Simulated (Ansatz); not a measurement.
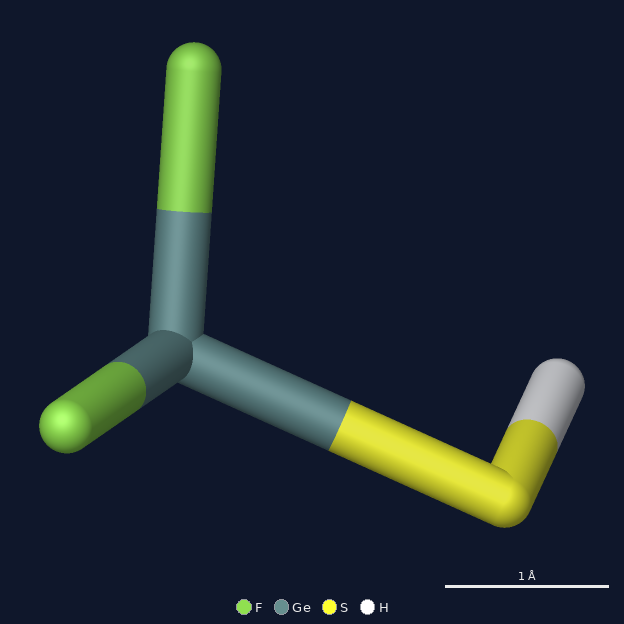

A stick model of a molecule.

Charge 0, doublet.

**What is the molecular formula?**

F₂GeHS, 5 atoms: 2 fluorine, 1 germanium, 1 hydrogen and 1 sulfur.

**Write the SMILES.**

[F][Ge]([F])[SH]

**What is the point group of this geometry?**

C1.

**How many bonds of each kind are drawn?**

2 F–Ge, 1 Ge–S, 1 S–H.

**How many atoms are distinct by symmetry?**

5: 1 F, 1 Ge, 1 F, 1 S, 1 H.

More results for the same structure follow; atom numbers are the same in all pictures, views and colours differ. The computed structure is the end point of a PBE0-D4/def2-TZVP optimisation.

**Dipole moment**

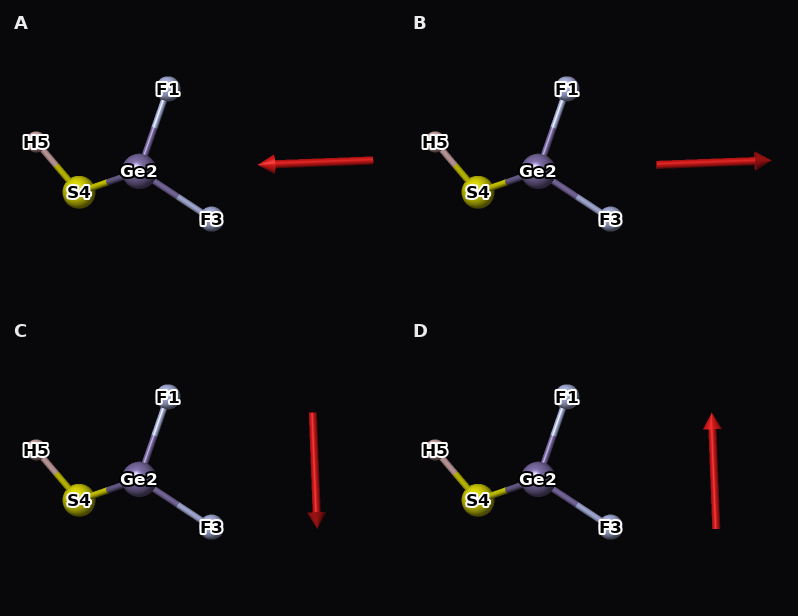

The same molecule four times, each with an arrow. Method: UKS PBE0-D4/def2-TZVP (Ansatz 0.2.0).

**Which arrow points along the dipole moment, from the negative to the positive end?**

A. The dipole moment is 2.63 D; it points from the side of F3 to the side of H5 (the outermost atoms at the two ends).

**Levels of theory compared**

Program: Ansatz 0.2.0.

Tabulate HOMO energy (eV) at these levels: B3LYP-D4/def2-TZVPP; HSE06 (plane-wave form)-D4/def2-TZVPP; PBE0-D4/def2-QZVPP; PBE0-D4/def2-SVP; PBE0-D4/def2-TZVPP; r2SCAN-D4/def2-TZVPP; revPBE-D4/def2-TZVPP; ωB97M-V/def2-TZVPP; ωB97X-V/def2-TZVPP.

```tsv
level	HOMO energy (eV)
B3LYP-D4/def2-TZVPP	−7.21
HSE06 (plane-wave form)-D4/def2-TZVPP	−7.08
PBE0-D4/def2-QZVPP	−7.52
PBE0-D4/def2-SVP	−7.36
PBE0-D4/def2-TZVPP	−7.48
r2SCAN-D4/def2-TZVPP	−6.63
revPBE-D4/def2-TZVPP	−6.16
ωB97M-V/def2-TZVPP	−9.44
ωB97X-V/def2-TZVPP	−9.62
```

**Vibrations**

Harmonic vibrations computed with UKS PBE0-D4/def2-TZVP (Ansatz 0.2.0) at a stationary point of the same level.

**How many vibrational modes are there, and where do they lie?**

9 modes: 108, 178, 199, 236, 383, 688, 702, 736, 2705 cm⁻¹.
